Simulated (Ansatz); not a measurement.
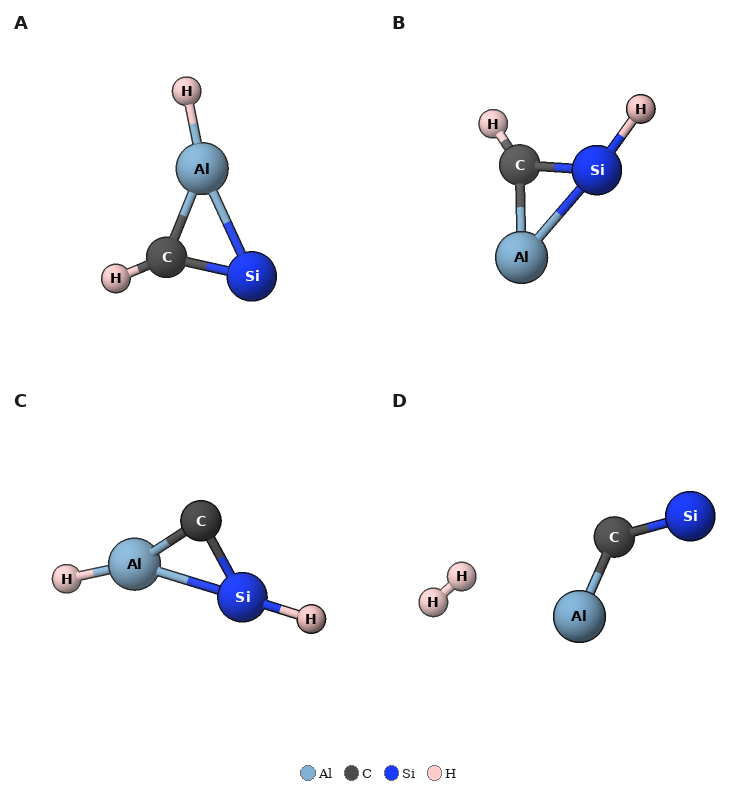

4 stationary structures of one formula. State: neutral, doublet. Geometries: PBE-D4/def2-SVP. Electronic energies: PBE-D4/def2-SVP (Ansatz 0.2.0), without zero-point energy. No frequency run is at hand to confirm each as a minimum.

Rank them by energy, lowest first.

Answer. A is lowest (Cs); B lies 0.275 eV above it (Cs), C lies 1.582 eV above it (Cs), D lies 1.998 eV above it (Cs).
